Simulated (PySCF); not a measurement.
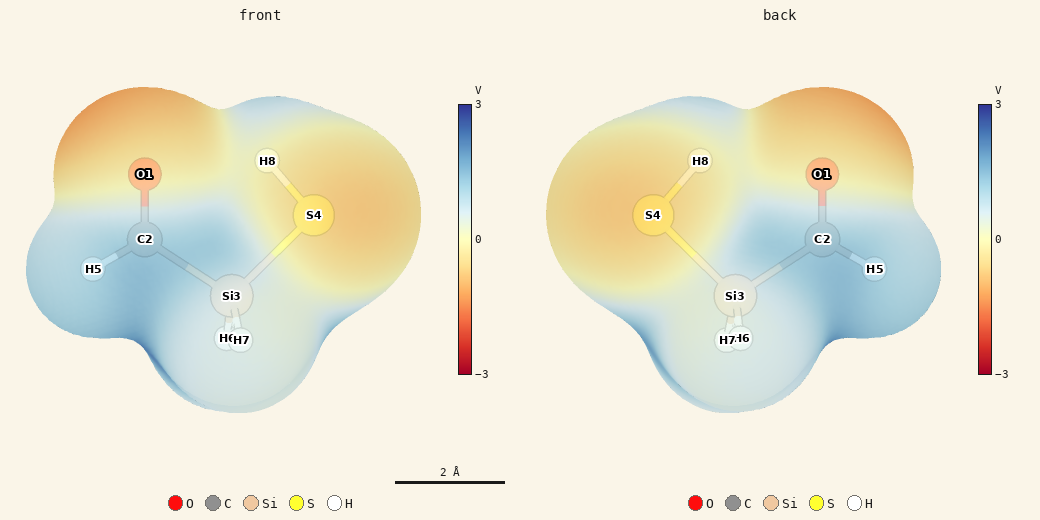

The picture shows: CH4OSSi (SMILES O=C[SiH2]S). The electrostatic potential painted on the density surface at 0.002 e/bohr³, seen from the front and from behind; red is negative and blue positive.

Geometry: GFN2-xTB.

The calculation used PySCF 2.14.0, B3LYP/def2-SVPD, SCF density, gas phase.

```csv
atom,x (Å),y (Å),z (Å)
O,0.7714,-1.7173,0.0107
C,1.0601,-0.5549,-0.1145
Si,-0.2428,0.8560,-0.0294
S,-2.0611,-0.1958,0.3039
H,2.1165,-0.2699,-0.2856
H,-0.2523,1.5545,-1.3072
H,0.0879,1.7244,1.0918
H,-1.4708,-1.3875,0.3057
```

Describe the electrostatic potential map.

The most negative region (about −1.2 V) lies over O1, the most positive (about +2.1 V) over Si3. O1 is the likeliest acceptor of a hydrogen bond.
